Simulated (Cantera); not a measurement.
A closed system holds: 1 mol C₂F₆, 1.2 mol F₂, 1.6 mol H₂, at 1.00 bar.

Cantera equilibrium calculation (NASA polynomials, part measured and part estimated; ideal gas, pure solids and liquids). Candidate condensed phases: C, C₆H₆, C₇H₈, C₈H₁₈; 95 gas species. The feed counts by its element totals alone. The tables' values for C₂F₄ are old estimates; treat these amounts as uncertain. Gases not in the tables: C₂F₆ and larger saturated fluorocarbons. Kinetics and transport are ignored.

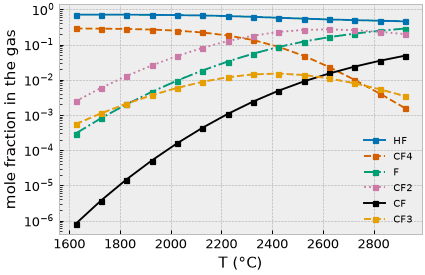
Figure. Equilibrium gas composition (values under 1e-9 drawn at 1e-9)

Read off the mole fractions at 1825 °C.

HF about 0.71, CF₄ about 0.28, CF₂ about 0.013, CF₃ about 0.0021, F about 0.0020, CF about 1.5e-5.
